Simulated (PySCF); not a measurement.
**BaH (doublet): density, localisation and related maps**

```yaml
atoms:
  - { symbol: Ba, position_ang: [0.0000, 0.0000, -0.0161] }
  - { symbol: H, position_ang: [0.0000, 0.0000, 2.1979] }
```

All numbers below come from PBE0/x2c-TZVPPall, spin-free X2C-1e, Gaussian nucleus, at a bond length of 2.214 Å in PySCF.

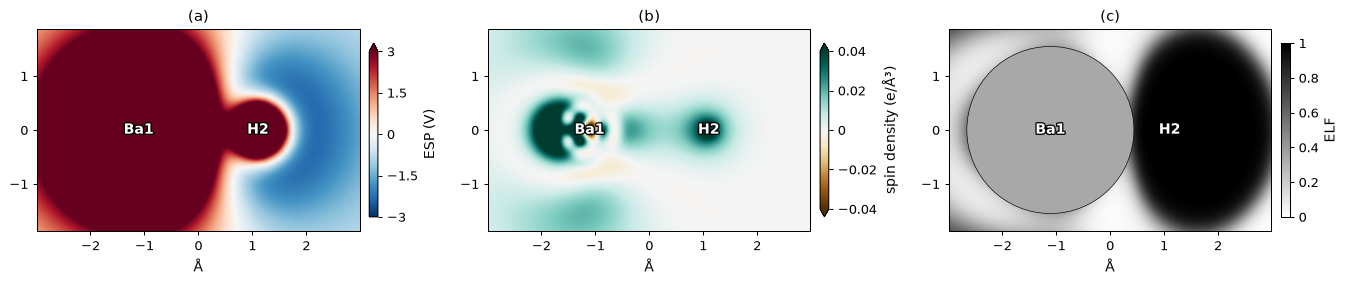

Figure 1. (a) electrostatic potential; (b) spin density; (c) ELF on a plane that holds the molecular axis. Grey discs cover the atomic cores in the ELF map.

Describe what can be read from this map.

Answer. Atoms in the plane: Ba and H.
Ba–H (2.21 Å): the ELF climbs to about 1 towards the hydrogen.
The unpaired spin (1 electron) lies mostly on Ba1 (about 1.0), in electrons by Hirshfeld's partition.
Outside the dense part of the molecule the potential is most negative (−2.3 V) near H2.

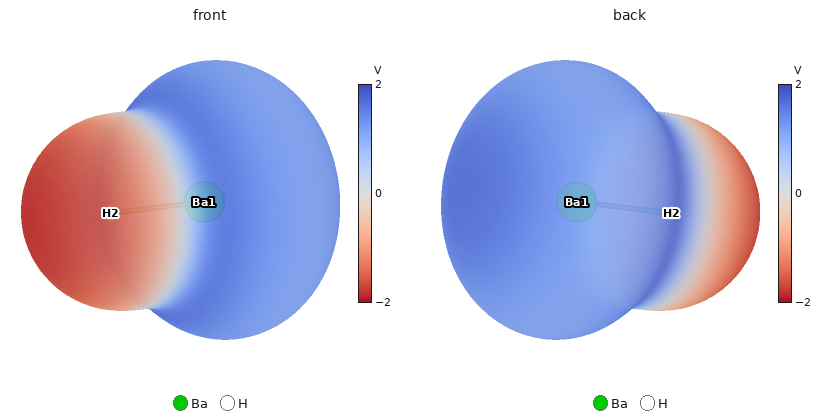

Figure 2. The electrostatic potential painted on the density surface at 0.001 e/bohr³, seen from the front and from behind; red is negative and blue positive.

Where is the surface potential most negative and most positive?

Answer. The most negative region (about −1.8 V) lies over H2, the most positive (about +1.6 V) over Ba1.
